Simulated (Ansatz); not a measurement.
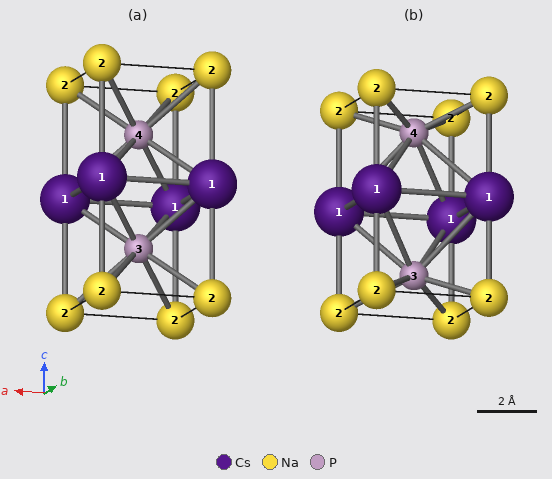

The structure of solid CsNaP$_{2}$ (a generated structure, set up in P4/mmm) (coarse preliminary run) before (left) and after (right) a relaxation, at one scale.

A ball-and-stick model of the cell of the calculation, seen from a free direction.

The calculation used Ansatz, DFT PBE, scalar-relativistic, plane waves, PAW.

Input
```yaml
crystal:
  lattice:
    - [3.97794335, 0.0, 0.0]
    - [0.0, 3.97794335, 0.0]
    - [0.0, 0.0, 7.95588671]
  atoms:
    - { symbol: Cs, position: [0.0, 0.0, 0.5] }
    - { symbol: Na, position: [0.0, 0.0, 0.0] }
    - { symbol: P, position: [0.5, 0.5, 0.25] }
    - { symbol: P, position: [0.5, 0.5, 0.75] }
basis:
  ecutwfc: 420
kpoints:
  mp_grid: { grid: [4, 4, 2] }
hamiltonian:
  xc: pbe
scf:
  occupations: { method: gaussian, width: 0.1 }
  lower_state_search: "off"
output:
  forces: true
  stress: true
  eigenvalues: true
relax:
  adjacent_minimum: "off"
  f_tol: 0.04
  max_steps: 70
  cell: { stress_tol: 0.4 }
```

Launched with:
```bash
ansatz run input.yaml --threads 1 --pin off --max-ram 2048MiB --backend cpu --events-out ev --progress --plain --runs-dir out
```

**Summarise the run.**

The energy falls by 3.343 eV per cell of the calculation in 7 accepted moves (9 points after the start). Largest force component: 1 eV/Å at the start, 0.022 eV/Å at the end. The pressure goes from −2.10 to 0.10 GPa. The line search rejected the trial step at point 5 of the run. The SCF was repeated once at an unchanged geometry on a basis and grid sized afresh for the cell, which shifted the energy by 0.3 meV per cell of the calculation at most. The largest moves relative to the cell, 0.73 Å, are those of P3 and P4. P3 goes along −c. Cs and Na stay in place. The volume changes by −8.0 %, with a = b 3.978 → 4.050 Å (+1.8 %), c 7.956 → 7.062 Å (−11.2 %). Near-neighbour distances that change, for instance: P3–P4 3.978 → 2.073 Å, Cs1–Na2 3.978 → 3.531 Å, Na2–P3 3.445 → 3.046 Å, Cs1–P3 3.445 → 3.798 Å. New bonds form: P3–P4 (3.98 → 2.07 Å). Bond angles that change, for instance: Cs1–P3–Cs1 109.5° → 97.9°, Cs1–P3–Cs1 70.5° → 64.4°. The space group stays P4/mmm (No. 123). The run took 28 s on 1 thread of Arm Neoverse V1 (shared host), peak memory 0.37 GiB.

Limits of the set-up: the k-point mesh is coarse for a cell with partly filled bands.
